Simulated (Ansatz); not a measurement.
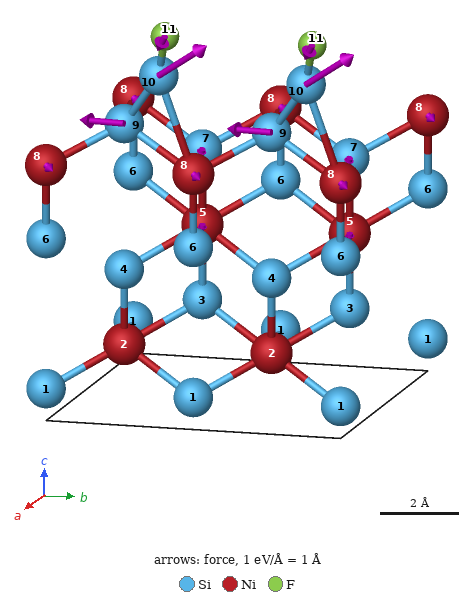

Starting geometry of a slab of composition Si7Ni3F (cut from the Fm-3m phase) with the computed forces as purple arrows. Style: ball-and-stick. Shown: the 1 × 2 repeat of the cell, outlined in the plane, without the vacuum, from a free direction.

Case: SiF put at a bridge Ni-Si site. The slab is the (1 1 1) face of Si2Ni with SiF on it. 4 atoms are held fixed.

Theory: DFT PBEsol, scalar-relativistic, plane waves, PAW in Ansatz 0.2.0. Set-up: plane-wave cutoff 420 eV; k-point mesh 9 × 9 × 1; occupations gaussian; smearing width 0.1 eV; no spin polarisation; dipole correction; atoms relaxed in a fixed cell; force threshold 0.03 eV/Å; at most 70 steps.

### Is this structure relaxed? If not, where do the atoms go?

It isn't relaxed: the largest force vector, on Si10, is 1.87 eV/Å. The final displacements have little in common with the starting forces (cosine between the two patterns 0.22). Over 9 geometry steps the energy falls by 1.418 eV per cell of the calculation. The largest force component goes from 1.3 to 0.017 eV/Å. The atom that moves furthest is Si10 (1.12 Å at 77° to the normal (−c side)). Largest moves by element: Si 1.12 Å, F 0.94 Å, Ni 0.07 Å. The cell doesn't change. Some distances before and after: Si9–Si10 3.499 → 2.373 Å, Ni8–Si10 2.847 → 2.548 Å, Si9–Si10 (another image) 2.230 → 2.375 Å, Ni8–Si9 2.305 → 2.418 Å. Among the angles between lasting bonds that change: Si9–Si10–F11 162.0° → 119.4°, Ni8–Si9–Si10 119.6° → 146.3°, Ni8–Si10–F11 141.3° → 116.0°. The run took 89 s on 4 threads of AMD EPYC 9R45 96-Core Processor (Zen 5), on a shared host, peak memory 1.2 GiB.

Limits of the set-up: the cell has an odd number of electrons but was run without spin polarisation; the periodic images lie only 3.8 Å apart, so the values are limited by the cell's size; an element that often carries a moment was run without spin polarisation.
